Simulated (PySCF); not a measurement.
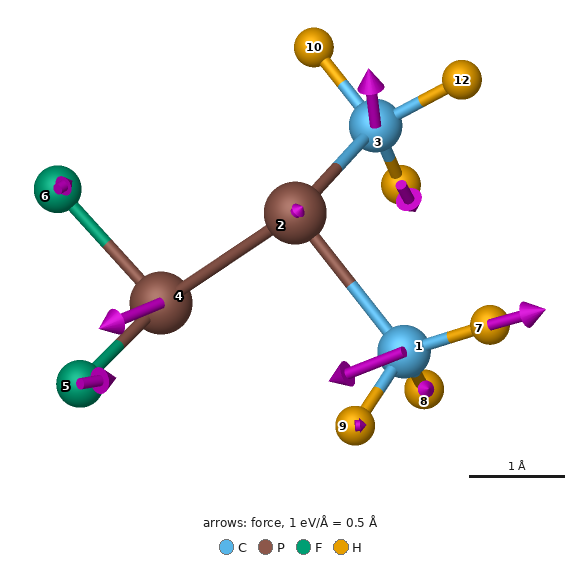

Starting geometry of C2H6F2P2 with the computed forces as purple arrows. A ball-and-stick model, seen at a tilt.

The start comes from GFN2-xTB. Its atoms were then displaced at random by about 0.01 Å.

Level of theory: PBE0-D3(BJ)/def2-SVP geometry optimisation, gas phase in PySCF 2.14.0, density-fitted response routines. 

What follows when this structure is relaxed?

Answer. It isn't relaxed: the largest force vector, on a C atom, is 1.92 eV/Å. The final displacements have little in common with the starting forces (cosine between the two patterns 0.23). An F atom moves most after the best rigid fit: 0.18 Å. Largest moves by element: F 0.18 Å, H 0.10 Å, C 0.07 Å, P 0.07 Å. Some distances before and after: F–P 1.657 → 1.619 Å, C–H 1.062 → 1.100 Å, P–P 2.204 → 2.228 Å, C–P 1.845 → 1.856 Å. Bond angles that change, for instance: F–P–F 93.7° → 99.0°, C–P–P 92.3° → 96.0°, P–C–H 111.0° → 113.9°. After 4 geometry steps the energy has fallen by 0.133 eV. The run took 23 s on 1 thread of Arm Neoverse V2, with other jobs on the host.
